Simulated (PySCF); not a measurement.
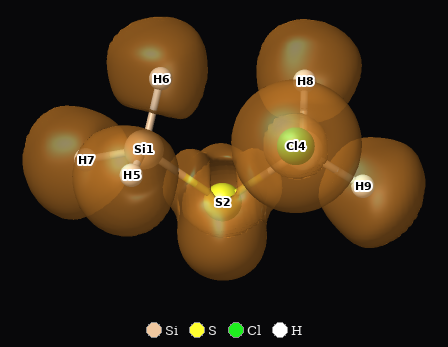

Figure 1: ClH5SSi2 (SMILES [SiH3]S[SiH2]Cl). Isosurface of the electron localisation function at 0.75 (orange), seen from one side. Core shells and regions of very low density are left out.

Geometry: PBE0-D3(BJ)/def2-SVP.

These are results of PBE0/pcSseg-1, SCF density, gas phase, non-relativistic in PySCF, not measurements.

Input

```
{"job": {"xc": "PBE0", "basis": "pcSseg-1", "kind": "nmr", "pop": true}, "charge": 0, "multiplicity": 1}
Si    -0.849368     0.533884     1.143606
S      0.569719    -0.151776     2.623433
Si     2.364942     0.176593     1.525299
Cl     2.438823     2.113232     0.796996
H     -1.004463     2.013915     1.192793
H     -0.395895     0.115755    -0.215675
H     -2.139782    -0.125345     1.487348
H      2.456215    -0.724252     0.345296
H      3.491331    -0.036609     2.469731
```

Run with:

```sh
OMP_NUM_THREADS=1 python ens_run.py task.json out
```

### What do the ELF domains correspond to?

At this value the surface marks out five regions around hydrogen nuclei, one region on Cl in which the atom's valence shell and bonds are merged and one region on S in which the atom's valence shell and bonds are merged. Profiles from the grid: Si–Cl (2.07 Å): the ELF peaks at about 0.90 between the atoms; a polar covalent bond. Si–S (2.13 Å): the ELF peaks at about 0.90 between the atoms (a covalent bond).
